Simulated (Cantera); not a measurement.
Input: 1 mol SiO2, 5.3 mol CH4, 0.31 mol N2, at 0.00310 bar.

Method: chemical equilibrium by Gibbs-energy minimisation in Cantera with the NASA 1993 tables (ideal gas, pure condensed phases). Candidate condensed phases: C, C6H6, C7H8, C8H18, H2O, Si, SiC, SiO2, Si2N2O, Si3N4; 151 gas species. N2 is the only nitrogen source here; it is nearly inert below about 1500 K, so the nitride shown seldom forms there in practice. Mutual solubility and eutectic melting of coexisting phases are not modelled. Kinetics and transport are ignored.

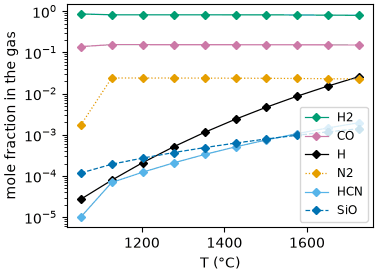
*Equilibrium gas composition (values under 1e-9 drawn at 1e-9)*

At 1052 °C the condensed part is C(graphite) + SiC(s) + Si2N2O(s). From 1127 °C to 1727 °C the condensed part is C(graphite) + SiC(s). The main Si-bearing gas is SiO throughout. The share of Si in condensed phases is highest at 1052 °C (99.9 %) and lowest at 1727 °C (97.0 %).
